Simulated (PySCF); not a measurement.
Consider C₆H₁₀AlF.

The calculation's input:

```
{"job": {"kind": "uv", "xc": "wB97X-D", "basis": "def2-SVPD", "nstates": 8, "ntriplets": 3}, "charge": 0, "multiplicity": 1}
F      4.379139     0.967380    -0.328098
Al     3.007867     0.080782    -0.547712
C      1.135568     0.570180    -0.199373
C      0.171671    -0.127526    -1.145049
C     -1.200170     0.502371    -1.311659
C     -2.009932    -0.005078    -0.106743
C     -0.983604    -0.308931     0.997458
C      0.302568    -0.618628     0.251836
H      3.265389    -1.324226    -1.097041
H      0.776618     1.530954     0.171740
H      0.575346    -0.698855    -1.973282
H     -1.131824     1.592295    -1.300395
H     -1.662326     0.208884    -2.253845
H     -2.761347     0.714908     0.216281
H     -2.524015    -0.927158    -0.382481
H     -1.299632    -1.149992     1.613928
H     -0.854250     0.554765     1.653107
H      0.804173    -1.555809     0.464912
```

Command:

```sh
OMP_NUM_THREADS=1 python probes_run.py task.json out
```

Geometry: GFN2-xTB.

Computed with PySCF, wB97X-D/def2-SVPD, SCF density, gas phase.

> What can the converged electron density and electron localisation function tell about the bonding?

Al–F (1.65 Å): ρ is about 0.83 e/Å³ halfway; the ELF peaks at about 0.85 in the valence shell of F, 0.5 Å from its nucleus, and is about 0.25 at the midpoint.
C–Al (1.97 Å): ρ is about 0.72 e/Å³ halfway; the ELF peaks at about 0.95 between the atoms: a shared but strongly polarised pair.
C–H (1.09 Å): ρ at the midpoint is about 1.9 e/Å³; the ELF climbs to about 1 towards the hydrogen, as it does in any bond to H (a covalent bond by its length).
Al–H (1.53 Å): ρ is about 0.59 e/Å³ halfway; the ELF climbs to about 1 towards the hydrogen.

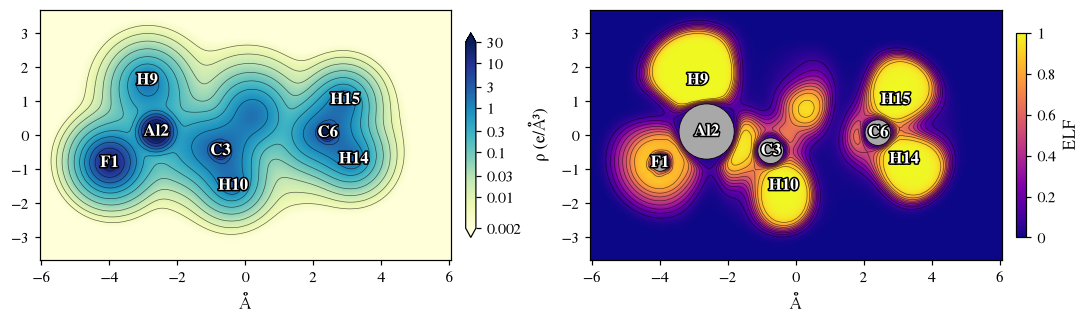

Computed electron density and electron localisation function on the plane of atoms F1, Al2 and C3, in this order. Grey discs cover the atomic cores in the ELF map. 
